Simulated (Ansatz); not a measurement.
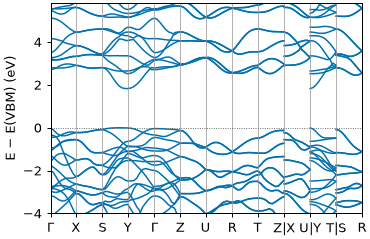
*Band structure from DFT-PBE in the program Ansatz with PAW potentials*

### Question
Read off the gap and where the band edges lie.

### Answer
About 1.8 eV (1.83 eV by a search for the band edges); maximum on the S–Y line, 65 % of the way from S, minimum at Y.

### Question
Which of these materials gives this?
A) Sn3O4, Pbam (Sn on 4h, Sn on 2c, O on 4g, O on 4h)
B) TiO2, Pbca (Ti on 8c, O on 8c, O on 8c)
C) TaNO, Pca2_1 (Ta on 4a, O on 4a, N on 4a)
D) ZnGaNO, Pna2_1 (Zn on 4a, Ga on 4a, O on 4a, N on 4a)

### Answer
C, TaNO, Pca2_1 (Ta on 4a, O on 4a, N on 4a)

The start of the workflow was typed in or built on a structure type; neither database checked (COD, Materials Project) lists it. COD files the formula under space group No. 12, 14, 191. Its standing as an ambient phase is unchecked. Symmetry was held in the PBE relaxation; its stability against distortions is not shown here. No spin polarisation was allowed. Spin–orbit coupling is left out wherever it is not named.

Potentials: the earlier of the program's two PAW sets.
